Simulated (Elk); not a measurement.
# Fixed-spin-moment curve of VRu, part 2 of 2

How stiff is the moment of VRu, and are there other minima?

Elk 11.2.3 (patched build); LDA (Perdew-Wang); all-electron APW+lo, Dirac cores, scalar-relativistic bands.

So far. Step 2 (The free run): After 54 cycles the seed has died away: no moment is left. Step 3 (Moment fixed at 0 μB): Its energy is that of the free run within the threshold.

## 4. Moment fixed at 0.2 μB

Input file elk.in:

```
tasks
  1

xctype
  3

rgkmax
  7.0

nempty
  12

swidth
  0.003

reducebf
  0.5

epsengy
  1e-05

maxscl
  120

lmaxi
  3

spinpol
  .true.

fsmtype
  1

momfix
  0.000000 0.000000 -0.200000

taufsm
  0.02

sppath
  './'

avec
  5.65028111263 0.00000000000 0.00000000000
  0.00000000000 5.65028111263 0.00000000000
  0.00000000000 0.00000000000 5.65028111263

atoms
  2
  'V.in'
  1
  0.5000000000 0.5000000000 0.5000000000   0.000000 0.000000 -0.000112
  'Ru.in'
  1
  0.0000000000 0.0000000000 0.0000000000   0.000000 0.000000 -0.000112

ngridk
  8 8 8
```

Run with:

```console
$ OMP_NUM_THREADS=2 elk
```

Numbers of over 12 decimals in the logs are rounded to 6 here.

Output:

```text
┌─────────────────────────┐
│ Elk code version 11.2.3 │
└─────────────────────────┘

All units are atomic (Hartree, Bohr, etc.)

┌──────────────────────────────────────────┐
│ Ground-state run resuming from STATE.OUT │
└──────────────────────────────────────────┘

Lattice vectors :
   5.650281113       0.000000000       0.000000000
   0.000000000       5.650281113       0.000000000
   0.000000000       0.000000000       5.650281113

Species : 1 (V)
 muffin-tin radius :    2.324777751
[...]
total in muffin-tins        :    64.46383654
 total calculated charge     :    66.99987697
 total charge                :    67.00000000
 error                       :   0.1230272432E-03

Moments :
 interstitial                :  -0.1662452446E-01
 muffin-tins
  species : 1 (V)
   atom 1                    :  -0.1691622037
  species : 2 (Ru)
   atom 1                    :  -0.1422193790E-01
 total in muffin-tins        :  -0.1833841416
 total moment                :  -0.2000086660

FSM global effective field   :   0.3671644379E-03

┌──────────────────────────────┐
│ Self-consistent loop stopped │
└──────────────────────────────┘

Wrote STATE.OUT

[key lines of the parts left out:]
total energy                :     -5474.8585884497
```

Elapsed: 44 s, on 2 threads of Arm Neoverse V2, shared host; peak memory 0.11 GiB; 84 s of CPU time.

Read from the output:

```yaml
magnetization: -0.2000 μB
```

It lies 0.899 meV a cell above the free run.

## 5. Moment fixed at 1.201 μB

Edit elk.in of step 4 so:

```diff
@@ -34,3 +34,3 @@
 momfix
-  0.000000 0.000000 -0.200000
+  0.000000 0.000000 -1.201000
```

Run with:

```console
$ OMP_NUM_THREADS=2 elk
```

Output:

```text
┌─────────────────────────┐
│ Elk code version 11.2.3 │
└─────────────────────────┘

All units are atomic (Hartree, Bohr, etc.)

┌──────────────────────────────────────────┐
│ Ground-state run resuming from STATE.OUT │
└──────────────────────────────────────────┘

Lattice vectors :
   5.650281113       0.000000000       0.000000000
   0.000000000       5.650281113       0.000000000
   0.000000000       0.000000000       5.650281113

Species : 1 (V)
 muffin-tin radius :    2.324777751
[...]
total in muffin-tins        :    64.48605238
 total calculated charge     :    66.99986129
 total charge                :    67.00000000
 error                       :   0.1387145387E-03

Moments :
 interstitial                :  -0.1246115573
 muffin-tins
  species : 1 (V)
   atom 1                    :  -0.9769591949
  species : 2 (Ru)
   atom 1                    :  -0.9942833349E-01
 total in muffin-tins        :   -1.076387528
 total moment                :   -1.200999086

FSM global effective field   :   0.1562056644E-01

┌──────────────────────────────┐
│ Self-consistent loop stopped │
└──────────────────────────────┘

Wrote STATE.OUT

[key lines of the parts left out:]
total energy                :     -5474.8540988260
```

The job ended after 63 s (2 threads; peak memory 0.1 GiB).

Numbers from this step:

```yaml
magnetization: -1.201 μB
```

It lies 123 meV a cell above the free run.

## 6. Another try

An input with a fault is tried, to see how the program answers.

Input file elk.in:

```
tasks
  0

xctype
  3

rgkmax
  7.0

nempty
  12

swidth
  0.003

reducebf
  0.5

epsengy
  1e-05

maxscl
  100

lmaxi
  3

spinpol
  .true.

sppath
  './'

avec
  5.65028111263 0.00000000000 0.00000000000
  0.00000000000 5.65028111263 0.00000000000
  0.00000000000 0.00000000000 5.65028111263

atoms
  2
  'V.in'
  1
  0.5000000000 0.5000000000 0.5000000000   0.000000 0.000000 -0.112500
  'Ru.in'
  1
  0.0000000000 0.0000000000 0.0000000000   0.000000 0.000000 -0.112500

ngridk
  1 1 1
```

Run with:

```console
$ OMP_NUM_THREADS=2 elk
```

Output:

```text
┌─────────────────────────┐
│ Elk code version 11.2.3 │
└─────────────────────────┘

All units are atomic (Hartree, Bohr, etc.)

┌─────────────────────────────────────────────────┐
│ Ground-state run starting from atomic densities │
└─────────────────────────────────────────────────┘

Lattice vectors :
   5.650281113       0.000000000       0.000000000
   0.000000000       5.650281113       0.000000000
   0.000000000       0.000000000       5.650281113

Species : 1 (V)
 parameters loaded from : V.in
 name : vanadium
 nuclear charge    :   -23.00000000
 electronic charge :    23.00000000
 atomic mass :    92860.67382
 muffin-tin radius :    2.324777751
 number of radial points in muffin-tin :    497
 inner part over the whole radius :   0.9705466995E-02
 number on inner part of muffin-tin    :    349
 approximate nuclear radius :   0.6897515165E-04
 number of mesh points to nuclear radius :    164
 atomic positions (lattice), magnetic fields (Cartesian) :
  1 :   0.00000000  0.00000000  0.00000000    0.00000000  0.00000000 -0.11250000

Species : 2 (Ru)
 parameters loaded from : Ru.in
 name : ruthenium
 nuclear charge    :   -44.00000000
 electronic charge :    44.00000000
 atomic mass :    184239.3393
 muffin-tin radius :    2.518509231
 number of radial points in muffin-tin :    597
 inner part over the whole radius :   0.9790572233E-02
 number on inner part of muffin-tin    :    424
 approximate nuclear radius :   0.8462081736E-04
 number of mesh points to nuclear radius :    212
 atomic positions (lattice), magnetic fields (Cartesian) :
  1 :   0.50000000  0.50000000  0.50000000    0.00000000  0.00000000 -0.11250000

Total number of atoms per unit cell :    2
Total muffin-tin volume :    119.5442948
 ratio of muffin-tin to unit cell volume :   0.6627026209

Spin treatment :
 spin-polarised
 global magnetic field (Cartesian) :    0.000000000       0.000000000       0.000000000
 collinear magnetisation in z-direction

Number of Bravais lattice symmetries :   48
Number of crystal symmetries         :   48
Crystal has inversion symmetry
Real symmetric eigensolver will be used

k-point grid :      1     1     1
k-point offset :    0.000000000       0.000000000       0.000000000
k-point set is reduced with full crystal symmetry group
Total number of k-points :        1

Muffin-tin radius times maximum |G+k| :    7.000000000
 using average radius
Maximum |G+k| for APW functions       :    2.890598895
Maximum (1/2)|G+k|²                   :    4.177780987
Maximum |G| for potential and density :    12.00000000
Constant for pseudocharge density :    8
 order of it for each species :   15  15
 order of it for pair densities of each species (exact exchange by exxq0 0: 15) :    9  11
Radial integration step length :    1

G-vector grid sizes :     24    24    24
Number of G-vectors :     5257

Maximum angular momentum used for
 APW functions            :    8
 outer part of muffin-tin :    6
 inner part of muffin-tin :    3

Number of empty states         :     24
Total number of valence states :     78
Total number of core states    :     38

Third-order local-orbitals added for an l without core states : T
Total number of local-orbitals :     36

Exchange-correlation functional :      3     0     0
 Perdew-Wang/Ceperley-Alder, Phys. Rev. B 45, 13244 (1992)
 gradient requirement :    0
 local density approximation (LDA)

Smearing type :    3
 Fermi-Dirac
Smearing width :   0.3000000000E-02
Effective electronic temperature (K) :    947.3250744

Mixing type :    3
 Broyden mixing, J. Phys. A: Math. Gen. 17, L317 (1984)

Kohn-Sham potential initialised from atomic data

┌──────────────────────────────┐
│ Self-consistent loop started │
└──────────────────────────────┘

[... earlier loops left out ...]

┌──────────────────┐
│ Loop number : 19 │
└──────────────────┘

Energies :
 Fermi                       :     0.447542
 sum of occupied eigenvalues :     -3246.5480874746
 electron kinetic            :      5665.3610875968
 core electron kinetic       :      5449.9890734295
 Coulomb                     :     -10967.539401191
 Coulomb potential           :     -8682.7355940098
 nuclear-nuclear             :     -762.53344928042
 electron-nuclear            :     -11753.937201214
 Hartree                     :      1548.9312493029
 Madelung                    :     -6626.1716041863
 xc potential                :     -229.15853636010
 xc effective B-field        :    -0.15044638056601E-01
 external B-field            :      0.000000
 exchange                    :     -166.90245898266
 correlation                 :     -6.050769
 electron entropic           :    -0.41701894123592E-02
 total energy                :     -5475.1357116938
 (external B-field energy excluded from total)

Density of states at Fermi energy :    166.7907026
 (states/Hartree/unit cell)

Estimated indirect band gap :   0.9362100864E-04
 from k-point 1 to k-point 1
Estimated direct band gap   :   0.9362100864E-04
 at k-point 1

Charges :
 core                        :    38.00000000
 valence                     :    29.00000000
 interstitial                :    2.270519178
 muffin-tins (core leakage)
  species : 1 (V)
   atom 1                    :    21.67777319     ( -0.3528163427E-05)
  species : 2 (Ru)
   atom 1                    :    43.05170764     ( -0.5180011708E-05)
 total in muffin-tins        :    64.72948082
 total calculated charge     :    67.00049562
 total charge                :    67.00000000
 error                       :   0.4956158334E-03

Moments :
 interstitial                :   0.6630204690E-01
 muffin-tins
  species : 1 (V)
   atom 1                    :   0.8079963185
  species : 2 (Ru)
   atom 1                    :   0.1248880251
 total in muffin-tins        :   0.9328843435
 total moment                :   0.9991863904

┌──────────────────────────────┐
│ Self-consistent loop stopped │
└──────────────────────────────┘

Wrote STATE.OUT
```

Run time: 2.8 s. Hardware: 2 threads; peak memory 0.09 GiB; 4.6 s of CPU time.

Convergence was reached, yet the input spoils the result.

The fault in the input: one k-point for a small cell.

The largest moment is 0.808 μB against 0 μB in the first run, and the free energy lies -7.54 eV from it.

A single point can't sample the zone of a small cell; the mesh must follow the cell's size.

## 7. All moments

In all 7 moments were held (0, 0.2, 0.4, 0.6, 0.801, 1.001, 1.201 μB), each run going on from a saved state. The curve holds those that converged and the free run; sizes are given without sign.

Table of energy over the lowest by total spin moment:

| total spin moment (μB a cell) | energy over the lowest (meV a cell) |
| --- | --- |
| 0.000 | 0 |
| 0.200 | 0.903 |
| 0.400 | 4.15 |
| 0.600 | 10.5 |
| 0.801 | 25.0 |
| 1.001 | 59.5 |
| 1.201 | 123 |

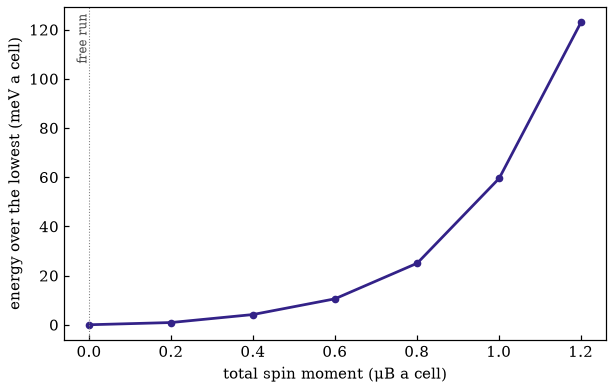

Energy over the lowest, plotted against total spin moment.

Table of slope dE/dM read from the holding field by total spin moment:

| total spin moment (μB a cell) | slope dE/dM read from the holding field (meV/μB) |
| --- | --- |
| 0.000 | -0.0359 |
| 0.200 | 9.99 |
| 0.400 | 22.3 |
| 0.600 | 45.8 |
| 0.801 | 107 |
| 1.001 | 239 |
| 1.201 | 425 |

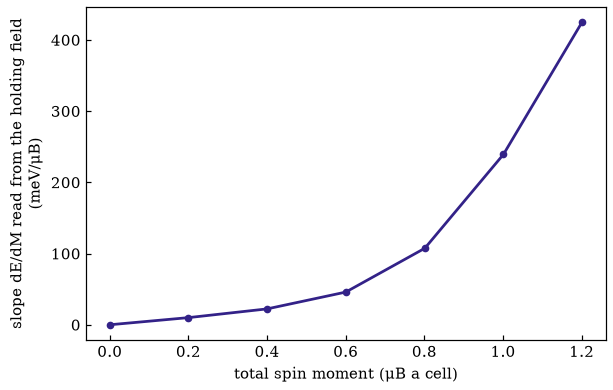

Slope dE/dM read from the holding field against total spin moment.

## 8. What came out

| Item | Value |
| --- | --- |
| lowest point | zero moment |
| E/M² at 0.40 μB | 26 meV/μB² |

In words: The minimum lies at zero moment: the crystal stays non-magnetic, and the energy has risen by 123 meV at 1.20 μB. No other minimum shows on the points computed. Only the total moment is held, so opposed site moments can hide at small totals; the field's energy is not in the curve.

[Logs and program files are shortened in this print: banners, set-up blocks, solver, clock and traceback lines can be left out without a mark of their own.]

[Logs are printed without paths, hosts, clocks, repeated set-up lines and the standing remarks that a program may print on its own settings, such as how far it seeks lower states.]

[Hosts, paths, dates, database ids (printed as entryN), source tags and the programs' standing remarks are cut or masked in the printed files.]

[Where a cell is said to come from a database of computed structures, the database is the Materials Project.]
